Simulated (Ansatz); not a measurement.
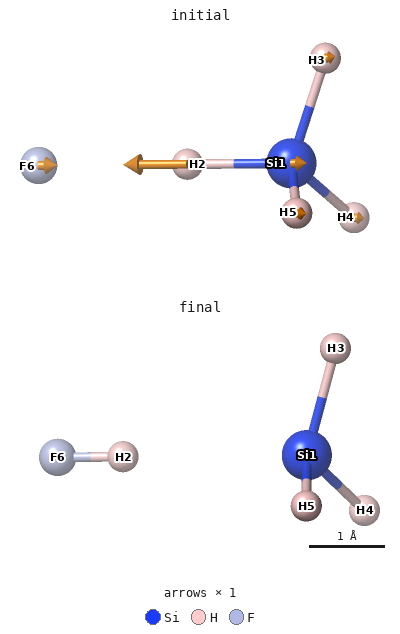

The structure of SiH₄F (multiplicity 2) before (top) and after (bottom) a relaxation, at one scale. The orange arrows give the displacements, at their true length.

The picture is a ball-and-stick view, seen at a tilt.

The run prepares an end point of a later path (reaction) calculation, from a guessed geometry.

All numbers below come from Ansatz, UKS PBE0-D4/def2-SVP.

Input
```yaml
crystal:
  periodic: [false, false, false]
  atoms:
    - { symbol: Si, position_ang: [0.000286, 0.0, -0.072961] }
    - { symbol: H, position_ang: [0.000121, 0.0, 1.402858] }
    - { symbol: H, position_ang: [1.412199, 0.0, -0.553957] }
    - { symbol: H, position_ang: [-0.705587, 1.222704, -0.554202] }
    - { symbol: H, position_ang: [-0.705587, -1.222704, -0.554202] }
    - { symbol: F, position_ang: [-3.2e-05, 0.0, 3.513864] }
magnetization:
  spin_polarized: true
  initial_magnetization: 1
basis:
  gaussian: { orbitals: def2-SVP }
hamiltonian:
  xc: pbe0
  dispersion: d4
relax:
  f_tol: 0.03
  max_steps: 50
output:
  orbitals: {}
```

Command:
```bash
ansatz run input.yaml --threads 1 --pin off --max-ram 2048MiB --backend cpu --events-out ev --progress --plain --runs-dir out
```

Q: What changed between the two?

A: Over 12 accepted moves (15 points after the start) the energy falls by 39.1 kcal/mol. The largest force component goes from 0.75 to 0.018 eV/Å. The line search rejected the trial steps at points 6, 14 of the run. 1 step only repeated the SCF at the same geometry. The forces were under the threshold at step 11, but the run went on from there. The atom that moves furthest after the best rigid fit is H2 (0.91 Å). Largest moves by element: H 0.91 Å, F 0.27 Å, Si 0.22 Å. Among the contacts that change: H2–F6 2.111 → 0.927 Å, Si1–H2 1.476 → 2.608 Å. New bonds form, among them: H2–F6 (2.11 → 0.93 Å). Bonds break, among them: Si1–H2 (1.48 → 2.61 Å). Bond angles that change, for instance: H3–Si1–H4 110.1° → 112.9°.
